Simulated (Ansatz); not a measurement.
Formation energy of the bound charge states of H_O in ferroelectric LiNbO3 (start: the O site; 120-site cell, 2×2×2 Γ-centred sampling) against the Fermi level, O-rich (Δμ(O) = 0.00 eV, Δμ(H) = -1.25 eV, bounded by Li2O2 (P6_3/mmc), H2O molecule; only phases computed here count, gases as isolated molecules at 0 K). The numbers are results of PBE, PAW (plane waves to 420 eV; Ansatz, a program for electronic structure), not measurements.

Cell and caveats: 120-site cell; 2×2×2 Γ-centred k-points; host gap 3.53 eV; charged states image-corrected; not converged in cell size; flagged in the runs: a host whose relaxation on this sampling wasn't shown to rest, a strain field that reaches the edge of the cell.

Left out: charge −1 (carrier in host band states).

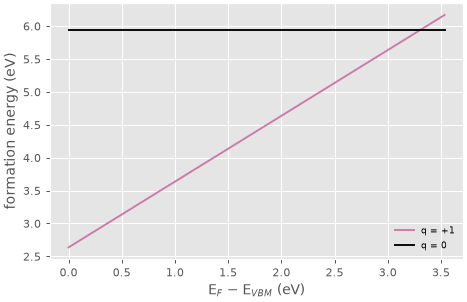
Figure. Formation energy of each charge state against the Fermi level

Crossings of the lowest lines: (+1/0) at 3.30 eV. At the valence-band maximum: q = +1: 2.64 eV; q = 0: 5.94 eV.
